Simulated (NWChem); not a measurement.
# As2 (SMILES [As]#[As]): PBE/def2-TZVPPD

What is the vertical electron affinity of As2 at PBE/def2-TZVPPD? 

The results are computed with NWChem 7.3.0.

7 further runs of the same task are left out: 7 set aside as unsound or not needed.

## 1. The system as given

The species is As2 (2 atoms), meant as a singlet with charge 0. SMILES: `[As]#[As]`. The coordinates come from a PBE0-D4/def2-TZVP relaxation.

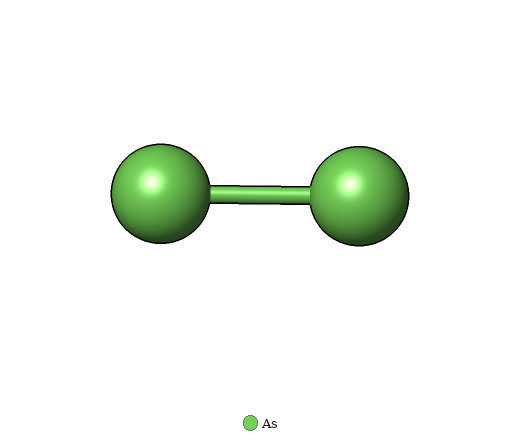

Viewed from a chosen angle; arsenic green.

## 2. Energy and forces at PBE/def2-TZVPPD

struct.xyz

```xyz
2
As2 gradient
As     0.000000     0.000000     0.002480
As     0.000000     0.000000     2.091490
```

struct.nw

```
start struct
title "As2 gradient"
memory stack 880 mb heap 220 mb global 1100 mb

geometry units angstrom noautosym nocenter noautoz
  load struct.xyz
end

basis "ao basis" spherical bse
  * library def2-TZVPPD
end

dft
  xc xpbe96 cpbe96
  grid fine
  convergence energy 1e-08
  maxiter 100
  mulliken
  print low
end

task dft gradient
```

Launch:

```
$ nwchem struct.nw > struct.out
```

The log of the run:

```text
Northwest Computational Chemistry Package (NWChem) 7.3.0
             --------------------------------------------------------

           Job information
           ---------------

    nwchem branch   = 7.3.0
    use scalapack   = T
    input           = struct.nw
    prefix          = struct.
    data base       = ./struct.db
    status          = startup
    nproc           =        1

           Memory information
           ------------------

    heap     =     28835836 doubles =      220.0 Mbytes
    stack    =    115343361 doubles =      880.0 Mbytes
    global   =    144179200 doubles =     1100.0 Mbytes (distinct from heap & stack)
    total    =    288358397 doubles =     2200.0 Mbytes
    verify   = yes
    hardfail = no

           Directory information
           ---------------------

  0 permanent = .
  0 scratch   = .

                                NWChem Input Module
                                -------------------

                                   As2 gradient
                                   ------------

 Scaling coordinates for geometry "geometry" by  1.889725989
 (inverse scale =  0.529177249)

                             Geometry "geometry" -> ""
                             -------------------------

 Output coordinates in angstroms (scale by  1.889725989 to convert to a.u.)

  No.       Tag          Charge          X              Y              Z
 ---- ---------------- ---------- -------------- -------------- --------------
    1 As                  33.0000     0.00000000     0.00000000     0.00248000
    2 As                  33.0000     0.00000000     0.00000000     2.09149000

      Atomic Mass
      -----------

      As                74.921600

 Effective nuclear repulsion energy (a.u.)     275.8598686271

            Nuclear Dipole moment (a.u.)
            ----------------------------
        X                 Y               Z
 ---------------- ---------------- ----------------
     0.0000000000     0.0000000000   130.5819744341

            XYZ format geometry
            -------------------
     2
 geometry
 As                    0.00000000     0.00000000     0.00248000
 As                    0.00000000     0.00000000     2.09149000

 ==============================================================================
                                internuclear distances
 ------------------------------------------------------------------------------
       center one      |      center two      | atomic units |  angstroms
 ------------------------------------------------------------------------------
    2 As               |   1 As               |     3.94766  |     2.08901
 ------------------------------------------------------------------------------
                         number of included internuclear distances:          1
 ==============================================================================

 Summary of "ao basis" -> "" (spherical)
 ------------------------------------------------------------------------------
       Tag                 Description            Shells   Functions and Types
 ---------------- ------------------------------  ------  ---------------------
 *                        def2-TZVPPD                 on all atoms

  pbe96 is a nonlocal functional; adding pw91lda local functional.

                                 NWChem DFT Module
                                 -----------------

                                   As2 gradient

                      Basis "ao basis" -> "ao basis" (spherical)
                      -----
  [basis functions not shown]

 Summary of "ao basis" -> "ao basis" (spherical)
 ------------------------------------------------------------------------------
       Tag                 Description            Shells   Functions and Types
 ---------------- ------------------------------  ------  ---------------------
 As                       def2-TZVPPD               18       54   7s5p5d1f

  Caching 1-el integrals
   Time after variat. SCF:      1.2

     ---------------------------------------------
      Total Density - Mulliken Population Analysis
     ---------------------------------------------

    Atom       Charge   Shell Charges
 -----------   ------   -------------------------------------------------------
    1 As  33    33.00   2.00  2.00  1.17  0.78  1.01  0.92  0.06  5.99  5.76  0.36  1.51  1.35  8.94  1.07 -0.00  0.06  0.00  0.01
    2 As  33    33.00   2.00  2.00  1.17  0.78  1.01  0.92  0.06  5.99  5.76  0.36  1.51  1.35  8.94  1.07 -0.00  0.06  0.00  0.01
   Time prior to 1st pass:      1.2

           Memory utilization after 1st SCF pass:
           Heap Space remaining (MW):        0.00                  96
          Stack Space remaining (MW):      115.34           115342708

   convergence    iter        energy       DeltaE   RMS-Dens  Diis-err    time
 ---------------- ----- ----------------- --------- --------- ---------  ------
 d= 0,ls=0.0,diis     1  -4471.0661524195 -4.75D+03  4.53D-03  1.05D+00     3.2
 d= 0,ls=0.0,diis     2  -4471.0929476377 -2.68D-02  2.03D-03  1.53D-01     5.1
 d= 0,ls=0.0,diis     3  -4471.0971549120 -4.21D-03  6.50D-04  4.02D-02     7.1
 d= 0,ls=0.0,diis     4  -4471.0984615134 -1.31D-03  2.17D-04  5.49D-04     9.1
 d= 0,ls=0.0,diis     5  -4471.0985080141 -4.65D-05  2.88D-05  1.61D-05    11.0
  Resetting Diis
 d= 0,ls=0.0,diis     6  -4471.0985104383 -2.42D-06  5.42D-06  1.37D-07    13.0
 d= 0,ls=0.0,diis     7  -4471.0985103840  5.44D-08  2.47D-05  3.89D-07    15.0
 d= 0,ls=0.0,diis     8  -4471.0985083468  2.04D-06  2.08D-05  1.12D-05    17.0
 d= 0,ls=0.0,diis     9  -4471.0985104573 -2.11D-06  4.37D-08  1.53D-10    18.9
 d= 0,ls=0.0,diis    10  -4471.0985104573 -3.64D-12  6.88D-09  3.78D-13    20.9

         Total DFT energy =    -4471.098510457333
      One electron energy =    -6778.749031215319
           Coulomb energy =     2197.179904657203
    Exchange-Corr. energy =     -165.389252526305
 Nuclear repulsion energy =      275.859868627087

 Numeric. integr. density =       66.000000009138

     Total iterative time =     19.7s

     ---------------------------------------------
      Total Density - Mulliken Population Analysis
     ---------------------------------------------

    Atom       Charge   Shell Charges
 -----------   ------   -------------------------------------------------------
    1 As  33    33.00   2.00  2.00  1.18  0.77  1.10  0.86  0.04  5.99  5.75  0.42  1.60  1.21  8.87  1.06  0.08  0.06 -0.01  0.01
    2 As  33    33.00   2.00  2.00  1.18  0.77  1.10  0.86  0.04  5.99  5.75  0.42  1.60  1.21  8.87  1.06  0.08  0.06 -0.01  0.01

     -------------------------------------------
      Total Density - Lowdin Population Analysis
     -------------------------------------------

    Atom       Charge   Shell Charges
 -----------   ------   -------------------------------------------------------
    1 As  33    33.00   2.00  2.00  1.14  0.83  0.75  0.59  0.25  5.97  5.19  1.08  1.41  1.42  8.49  1.23  0.29  0.14  0.18  0.03
    2 As  33    33.00   2.00  2.00  1.14  0.83  0.75  0.59  0.25  5.97  5.19  1.08  1.41  1.42  8.49  1.23  0.29  0.14  0.18  0.03

                         DFT ENERGY GRADIENTS

    atom               coordinates                        gradient
                 x          y          z           x          y          z
   1 As      0.000000   0.000000   0.004687   -0.000000  -0.000000   0.015022
   2 As      0.000000   0.000000   3.952343    0.000000   0.000000  -0.015022

 Task  times  cpu:       26.3s     wall:       26.3s
 Total times  cpu:       26.3s     wall:       26.3s
```

It took 27 s on 1 thread of Intel Xeon 6975P-C (Granite Rapids), shared host; peak memory 0.13 GiB.

## 3. The doublet anion: a single-point energy at UPBE/def2-TZVPPD

struct.xyz

```xyz
2
As2 energy
As     0.000000     0.000000     0.002480
As     0.000000     0.000000     2.091490
```

run.py

```python
from ase.io import read
from ase.calculators.nwchem import NWChem

mol = read('struct.xyz')

calc = NWChem(
    label='struct',
    theory='dft',
    memory='2200 mb',
    basis='def2-TZVPPD',
    basispar='spherical bse',
    charge=-1,
    dft={'xc': 'xpbe96 cpbe96', 'mult': '2', 'grid': 'fine', 'convergence': 'energy 1e-08', 'iterations': '100', 'mulliken': None},
    task='energy',
)
mol.calc = calc

print(f"energy = {mol.get_potential_energy():.6f} eV")
```

Launch:

```
$ export ASE_NWCHEM_COMMAND="nwchem PREFIX.nwi > PREFIX.nwo"
$ python run.py
```

The log of the run:

```text
energy = -121665.315215 eV
```

The calculator wrote struct.nwi:

```
title "struct"

permanent_dir struct

scratch_dir struct

start struct

geometry units angstrom nocenter noautosym noautoz
  As 0.0000000000000000e+00 0.0000000000000000e+00 2.4800000000000000e-03
  As 0.0000000000000000e+00 0.0000000000000000e+00 2.0914899999999998e+00
end

charge -1

memory 2200 mb

basis spherical bse noprint
   * library def2-TZVPPD
end

dft
  xc xpbe96 cpbe96
  mult 2
  grid fine
  convergence energy 1e-08
  iterations 100
  mulliken
end

task dft energy
```

struct.nwo:

```text
Northwest Computational Chemistry Package (NWChem) 7.3.0
             --------------------------------------------------------

           Job information
           ---------------

    nwchem branch   = 7.3.0
    use scalapack   = T
    input           = struct.nwi
    prefix          = struct.
    data base       = struct/struct.db
    status          = startup
    nproc           =        1

           Memory information
           ------------------

    heap     =     72089600 doubles =      550.0 Mbytes
    stack    =     72089597 doubles =      550.0 Mbytes
    global   =    144179200 doubles =     1100.0 Mbytes (distinct from heap & stack)
    total    =    288358397 doubles =     2200.0 Mbytes
    verify   = yes
    hardfail = no

           Directory information
           ---------------------

  0 permanent = struct
  0 scratch   = struct

                                NWChem Input Module
                                -------------------

                                      struct
                                      ------

 Scaling coordinates for geometry "geometry" by  1.889725989
 (inverse scale =  0.529177249)

                             Geometry "geometry" -> ""
                             -------------------------

 Output coordinates in angstroms (scale by  1.889725989 to convert to a.u.)

  No.       Tag          Charge          X              Y              Z
 ---- ---------------- ---------- -------------- -------------- --------------
    1 As                  33.0000     0.00000000     0.00000000     0.00248000
    2 As                  33.0000     0.00000000     0.00000000     2.09149000

      Atomic Mass
      -----------

      As                74.921600

 Effective nuclear repulsion energy (a.u.)     275.8598686271

            Nuclear Dipole moment (a.u.)
            ----------------------------
        X                 Y               Z
 ---------------- ---------------- ----------------
     0.0000000000     0.0000000000   130.5819744341

            XYZ format geometry
            -------------------
     2
 geometry
 As                    0.00000000     0.00000000     0.00248000
 As                    0.00000000     0.00000000     2.09149000

 ==============================================================================
                                internuclear distances
 ------------------------------------------------------------------------------
       center one      |      center two      | atomic units |  angstroms
 ------------------------------------------------------------------------------
    2 As               |   1 As               |     3.94766  |     2.08901
 ------------------------------------------------------------------------------
                         number of included internuclear distances:          1
 ==============================================================================

  pbe96 is a nonlocal functional; adding pw91lda local functional.

                                 NWChem DFT Module
                                 -----------------

                                      struct

 Summary of "ao basis" -> "ao basis" (spherical)
 ------------------------------------------------------------------------------
       Tag                 Description            Shells   Functions and Types
 ---------------- ------------------------------  ------  ---------------------
 As                       def2-TZVPPD               18       54   7s5p5d1f

  Caching 1-el integrals
  itol2e modified to match energy
  convergence criterion.
  tol_rho modified to match energy
  convergence criterion.

            General Information
            -------------------
          SCF calculation type: DFT
          Wavefunction type:  spin polarized.
          No. of atoms     :     2
          No. of electrons :    67
           Alpha electrons :    34
            Beta electrons :    33
          Charge           :    -1
          Spin multiplicity:     2
          Use of symmetry is: off; symmetry adaption is: off
          Maximum number of iterations: 100
          AO basis - number of functions:   108
                     number of shells:    36
          Convergence on energy requested:  1.00D-08
          Convergence on density requested:  1.00D-05
          Convergence on gradient requested:  5.00D-04

              XC Information
              --------------
          PerdewBurkeErnzerhof Exchange Functional  1.000
            Perdew 1991 LDA Correlation Functional  1.000 local
           PerdewBurkeErnz. Correlation Functional  1.000 non-local

[... 10 lines left out ...]
          Spatial weights used:  Erf1
[... 1 line left out ...]
          Convergence Information
[... 1 line left out ...]
          Convergence aids based upon iterative change in
          total energy or number of iterations.
[... 63 lines left out ...]
   convergence    iter        energy       DeltaE   RMS-Dens  Diis-err    time
[... 13 lines left out ...]
         Total DFT energy =    -4471.117902857402
      One electron energy =    -6794.502948709041
           Coulomb energy =     2213.151640125080
    Exchange-Corr. energy =     -165.626462900529
 Nuclear repulsion energy =      275.859868627087
[... 5 lines left out ...]
                    DFT Final Alpha Molecular Orbital Analysis
[... 773 lines left out ...]
                     DFT Final Beta Molecular Orbital Analysis
[... 778 lines left out ...]
     ---------------------------------------------
      Total Density - Mulliken Population Analysis
     ---------------------------------------------

    Atom       Charge   Shell Charges
 -----------   ------   -------------------------------------------------------
    1 As  33    33.50   2.00  2.00  1.17  0.78  1.05  0.82  0.14  5.99  5.76  0.44  1.61  1.56  8.87  1.06  0.09  0.05  0.12  0.01
    2 As  33    33.50   2.00  2.00  1.17  0.78  1.05  0.82  0.14  5.99  5.76  0.44  1.61  1.56  8.87  1.06  0.09  0.05  0.12  0.01

     --------------------------------------------
      Spin Density - Mulliken Population Analysis
     --------------------------------------------

    Atom       Charge   Shell Charges
 -----------   ------   -------------------------------------------------------
    1 As  33     0.50  -0.00 -0.00 -0.00 -0.00 -0.00  0.00 -0.01  0.00  0.00  0.02  0.20  0.18 -0.00  0.00  0.01 -0.01  0.11 -0.00
    2 As  33     0.50  -0.00 -0.00 -0.00 -0.00 -0.00  0.00 -0.01  0.00  0.00  0.02  0.20  0.18 -0.00  0.00  0.01 -0.01  0.11 -0.00

     -------------------------------------------
      Total Density - Lowdin Population Analysis
     -------------------------------------------

    Atom       Charge   Shell Charges
 -----------   ------   -------------------------------------------------------
    1 As  33    33.50   2.00  2.00  1.14  0.83  0.72  0.59  0.30  5.97  5.20  1.09  1.47  1.67  8.49  1.23  0.29  0.18  0.31  0.03
    2 As  33    33.50   2.00  2.00  1.14  0.83  0.72  0.59  0.30  5.97  5.20  1.09  1.47  1.67  8.49  1.23  0.29  0.18  0.31  0.03

     ------------------------------------------
      Spin Density - Lowdin Population Analysis
     ------------------------------------------

    Atom       Charge   Shell Charges
 -----------   ------   -------------------------------------------------------
    1 As  33     0.50  -0.00 -0.00 -0.00  0.00 -0.00  0.00 -0.00  0.00  0.02  0.03  0.16  0.12 -0.00  0.00  0.00  0.04  0.12  0.00
    2 As  33     0.50  -0.00 -0.00 -0.00  0.00 -0.00  0.00 -0.00  0.00  0.02  0.03  0.16  0.12 -0.00  0.00  0.00  0.04  0.12  0.00

   alpha - beta orbital overlaps
   -----------------------------

   alpha      1      2      3      4      5      6      7      8      9     10
    beta      1      2      3      4      5      6      9     10      7      8
 overlap   1.000  1.000  1.000  1.000  1.000  1.000  1.000  1.000  1.000  1.000

   alpha     11     12     13     14     15     16     17     18     19     20
    beta     11     12     13     14     15     16     17     18     19     20
 overlap   1.000  1.000  1.000  1.000  1.000  1.000  1.000  1.000  0.999  1.000

   alpha     21     22     23     24     25     26     27     28     29     30
    beta     21     22     23     26     25     24     27     28     29     30
 overlap   0.992  1.000  1.000  0.999  1.000  1.000  1.000  0.992  1.000  1.000

   alpha     31     32     33     34     35     36     37     38     39     40
    beta     31     32     33     35     34     36     37     38     39     40
 overlap   1.000  1.000  0.999  1.000  1.000  0.999  0.997  1.000  0.987  0.990

   alpha     41     42     43     44     45     46     47     48     49     50
    beta     41     44     42     45     43     46     47     48     49     50
 overlap   0.992  1.000  1.000  0.999  1.000  1.000  0.987  0.995  1.000  0.999

   alpha     51     52     53     54     55     56     57     58     59     60
    beta     51     52     53     54     55     56     57     58     60     59
 overlap   0.971  1.000  0.970  1.000  1.000  0.986  1.000  0.985  1.000  1.000

   alpha     61     62     63     64     65     66     67     68     69     70
    beta     61     63     62     64     65     66     67     68     69     70
 overlap   0.998  1.000  1.000  0.999  0.999  1.000  1.000  0.999  0.981  1.000

   alpha     71     72     73     74     75     76     77     78     79     80
    beta     71     73     72     74     75     78     77     79     76     81
 overlap   0.982  0.999  0.999  1.000  0.999  1.000  0.999  0.982  0.949  0.982

   alpha     81     82     83     84     85     86     87     88     89     90
    beta     80     82     83     84     85     86     87     88     89     90
 overlap   0.949  1.000  1.000  0.994  1.000  0.995  1.000  1.000  1.000  1.000

   alpha     91     92     93     94     95     96     97     98     99    100
    beta     91     92     93     94     95     96     98     97     99    100
 overlap   1.000  1.000  1.000  1.000  1.000  1.000  1.000  1.000  1.000  1.000

   alpha    101    102    103    104    105    106    107    108
    beta    102    101    103    104    105    106    107    108
 overlap   1.000  0.998  1.000  1.000  0.998  1.000  1.000  1.000

     --------------------------
     Expectation value of S2:
     --------------------------
      <S2> =      0.7523 (Exact =     0.7500)

 center of mass
 --------------
 x =   0.00000000 y =   0.00000000 z =   1.97851476

 moments of inertia (a.u.)
 ------------------
         583.788797868906           0.000000000000           0.000000000000
           0.000000000000         583.788797868906           0.000000000000
           0.000000000000           0.000000000000           0.000000000000

     Multipole analysis of the density
     ---------------------------------

     L   x y z        total         alpha         beta         nuclear
     -   - - -        -----         -----         ----         -------
     0   0 0 0     -1.000000    -34.000000    -33.000000     66.000000

     1   1 0 0     -0.000000     -0.000000     -0.000000      0.000000
[... 8 lines of this table left out ...]
     2   0 0 2    -42.070930   -285.416336   -272.148822    515.494228

 Task  times  cpu:       59.9s     wall:       59.9s
 Total times  cpu:       59.9s     wall:       59.9s
```

Wall time 61 s (1 thread of Intel Xeon 6975P-C (Granite Rapids), shared host); peak memory 0.12 GiB.

## 4. Summary of results

Level: PBE/def2-TZVPPD.

```
                                         quantity           value
                        singlet As2: total energy  -4471.09851 Eh
            singlet As2: largest force on an atom      0.772 eV/Å
                      doublet anion: total energy  -4471.11790 Eh
doublet anion: HOMO energy (highest over α and β)         2.22 eV
 doublet anion: LUMO energy (lowest over α and β)         2.28 eV
                              doublet anion: ⟨S²⟩           0.752
vertical electron affinity (to the doublet anion)        0.528 eV
```

At fixed nuclei the extra electron is bound by 0.53 eV (50.9 kJ/mol). The largest force (singlet As2) is 0.77 eV/Å: the shape isn't a stationary point for this species at this level. The HOMO (doublet anion) lies at positive energy, 2.22 eV, as semi-local functionals often give for anions; only total energies tell whether the electron is bound.
